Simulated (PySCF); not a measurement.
C₄H₅LiN, charge +1, SMILES `[Li+].c1cc[nH]c1`.

Level of theory: BP86/def2-SVPD (PySCF), at a geometry from GFN2-xTB. GFN2-xTB bond lengths at metals and heavier atoms can be off by up to 0.1 Å and shapes distorted, which carries into these values.

Input script:

```python
import numpy as np
from pyscf import gto, scf, dft
from pyscf.scf import atom_ks, atom_hf
from scipy.linalg import block_diag
from pyscf.dispersion import dftd3

def solve(mol, dm0=None, hcore=None):
    mf = (dft.UKS if mol.spin else dft.RKS)(mol, xc='bp86')
    mf.grids.level = 3
    mf = mf.density_fit(auxbasis='def2-universal-jkfit')
    mf.conv_tol, mf.max_cycle = 1e-8, 80
    if hcore is not None:
        mf.get_hcore = lambda *args: hcore
    mf.kernel(dm0)
    if not mf.converged:
        mf = mf.newton().run(mf.mo_coeff, mf.mo_occ, max_cycle=30)
    assert mf.converged, 'SCF not converged'
    return mf

mol = gto.M(atom='''
Li    -0.66927    -0.00048     1.82561
C     -0.91649     0.72097    -0.24309
C     -0.92906    -0.70365    -0.24471
C      0.37844    -1.11426    -0.09977
N      1.16139    -0.00946    -0.00377
C      0.39805     1.10810    -0.09725
H     -1.74204     1.36467    -0.49858
H     -1.76585    -1.33209    -0.50164
H      0.79568    -2.10437    -0.16474
H      2.17196    -0.01838    -0.01656
H      0.83271     2.09084    -0.15998
''', basis='def2-svpd', charge=1, spin=0, verbose=4)
mol_a = gto.M(atom='''
Li    -0.66927    -0.00048     1.82561
ghost-C     -0.91649     0.72097    -0.24309
ghost-C     -0.92906    -0.70365    -0.24471
ghost-C      0.37844    -1.11426    -0.09977
ghost-N      1.16139    -0.00946    -0.00377
ghost-C      0.39805     1.10810    -0.09725
ghost-H     -1.74204     1.36467    -0.49858
ghost-H     -1.76585    -1.33209    -0.50164
ghost-H      0.79568    -2.10437    -0.16474
ghost-H      2.17196    -0.01838    -0.01656
ghost-H      0.83271     2.09084    -0.15998
''', basis='def2-svpd', charge=1, spin=0, verbose=4)
mol_b = gto.M(atom='''
ghost-Li    -0.66927    -0.00048     1.82561
C     -0.91649     0.72097    -0.24309
C     -0.92906    -0.70365    -0.24471
C      0.37844    -1.11426    -0.09977
N      1.16139    -0.00946    -0.00377
C      0.39805     1.10810    -0.09725
H     -1.74204     1.36467    -0.49858
H     -1.76585    -1.33209    -0.50164
H      0.79568    -2.10437    -0.16474
H      2.17196    -0.01838    -0.01656
H      0.83271     2.09084    -0.15998
''', basis='def2-svpd', charge=0, spin=0, verbose=4)
ab, a, b = solve(mol), solve(mol_a), solve(mol_b)
e_int = ab.e_tot - a.e_tot - b.e_tot
print('counterpoise-corrected interaction energy / kcal/mol', e_int * 627.5095)
def disp(atoms, charge):
    m = gto.M(atom=atoms, charge=charge, basis='sto-3g', spin=None, unit='Bohr', verbose=0)
    return dftd3.DFTD3Dispersion(m, xc='bp86', version='d3bj').get_dispersion()['energy']
e_disp = disp(mol._atom, mol.charge) - disp(mol._atom[:1], mol_a.charge) - disp(mol._atom[1:], mol_b.charge)
print('D3(BJ) part / kcal/mol', e_disp * 627.5095)
# spherically averaged free atoms, for the promolecule
atm = atom_ks.get_atm_nrks(mol, xc='bp86')
pro = block_diag(*[(atm[a[0]][2] * atm[a[0]][3]) @ atm[a[0]][2].T for a in mol._atom])
np.savez('result.npz', e_int=e_int, e_disp=e_disp, dm_a=a.make_rdm1(), dm_b=b.make_rdm1(), c=ab.mo_coeff, occ=ab.mo_occ, eps=ab.mo_energy, pro=pro, d=[f.dip_moment(verbose=0) for f in (ab, a, b)])
```

Run with:

```sh
OMP_NUM_THREADS=1 python input.py
```

The run took 2.2 min on 1 thread of Intel(R) Xeon(R) Processor @ 2.50GHz (Skylake/Cascade Lake), on a shared host, peak memory 0.56 GiB.

Partitions, critical points and surface values were worked out afterwards from this run's density.

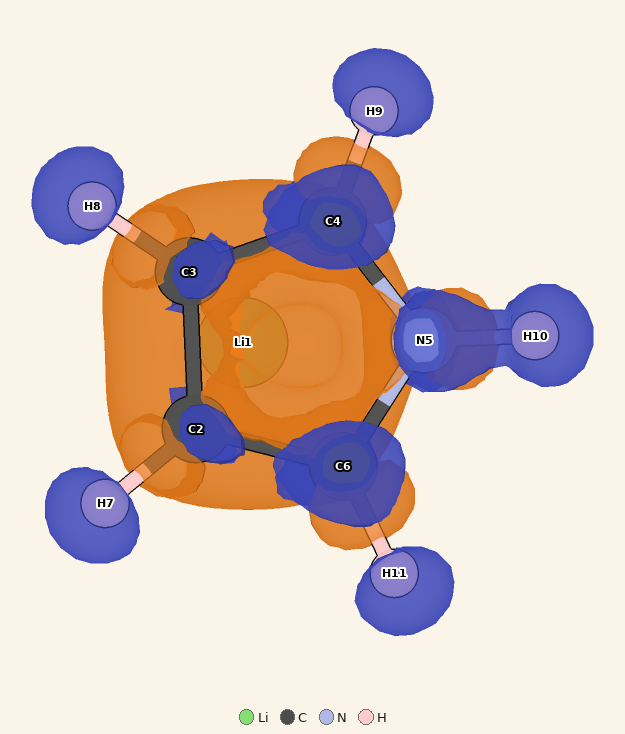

Density of the complex less the densities of the two fragments at the same geometry, ±0.015 e/Å³ (orange: gain, blue: loss). Fragment A: Li(+1) (atom 1); fragment B: H5C4N.

How is the density rearranged on binding?

Answer. Hirshfeld charges show 0.087 e passing from B to A. By Hirshfeld charges, electrons gather most on Li1 (−0.087 e) and leave H9 and H11 alike most (+0.037 e); 0.43 e is displaced in all.

What is the interaction energy, and which contacts carry it?

Answer. The counterpoise-corrected interaction energy of the frozen fragments is −37.9 kcal/mol without dispersion correction and −39.7 kcal/mol with D3(BJ). D3 uses neutral-atom coefficients and tends to overbind metal cations. The pair geometry is semi-empirical, not a minimum at this level. Contacts: Li1···C3, 2.20 Å, ρ = 0.023 a.u., a bond path close to vanishing (ellipticity 5.9). The pose is a local one from a semi-empirical search, not shown to be the most stable.
